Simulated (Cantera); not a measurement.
Input: 1 mol SiH₄, a varied amount of O₂, 1.9 mol H₂O, at 1327 °C and 0.210 bar.

Equilibrium computed with Cantera from the NASA thermochemical tables; the gas is ideal and each condensed phase is pure. Candidate condensed phases: H₂O, Si, SiO₂; 18 gas species. The tables hold silica as quartz up to 1696 K and as liquid above; real silica turns to tridymite and cristobalite and melts near 1996 K. Gases not in the tables: Si(OH)₄. The numbers say what is thermodynamically allowed, not how fast it happens.

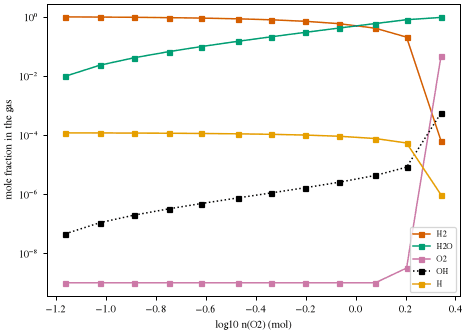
Fig. 1. Equilibrium gas composition (values under 1e-9 drawn at 1e-9)

From 0.069 mol O₂ to 2.2 mol O₂ the condensed part is SiO₂(β-quartz).
